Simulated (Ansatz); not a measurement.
F2K2 (charge +1, doublet)

```xyz
4

K    -1.5844   -1.6832    0.1186
K     1.5857    1.6820   -0.1189
F     0.1212   -0.0459    0.9666
F    -0.1225    0.0472   -0.9662
```

Geometry: PBE0-D4/def2-TZVP.

These are results of Ansatz, UKS PBE0-D4/def2-TZVP, not measurements.

Predict the electron density, electron localisation function and spin density between the atoms.

Answer. K–F (2.51 Å): ρ at the midpoint is about 0.16 e/Å³; the ELF is about 0.05 at the midpoint: a largely ionic contact.
The unpaired spin (1 electron) lies mostly on F4 (about 0.5) and F3 (about 0.5), in electrons by Hirshfeld's partition.

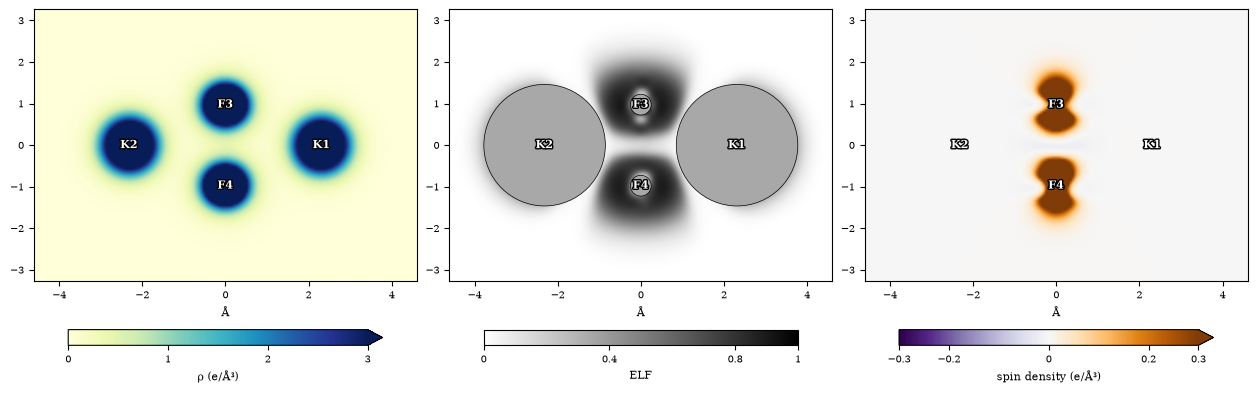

Computed electron density, electron localisation function and spin density on the molecular plane, in this order. Grey discs cover the atomic cores in the ELF map. 
